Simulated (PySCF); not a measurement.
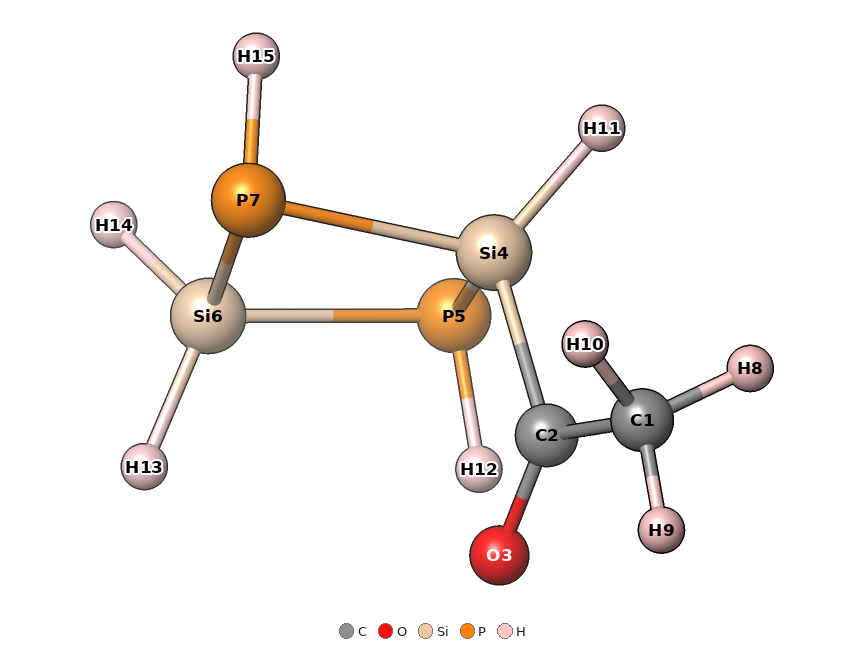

Depth is shown by fading: the farther an atom, the more it takes the colour of the background. The geometry was computed by an optimisation with GFN2-xTB. No frequency run is at hand to confirm it as a minimum.

Q: How is the 4-membered ring Si4–P5–Si6–P7 puckered?

A: It is puckered (butterfly). The Cremer–Pople amplitude Q is 0.25 Å.

Q: Give the torsion angles round the ring, beginning with the bond from its second to its third atom.

A: 12°, −12°, 12°, −12°.
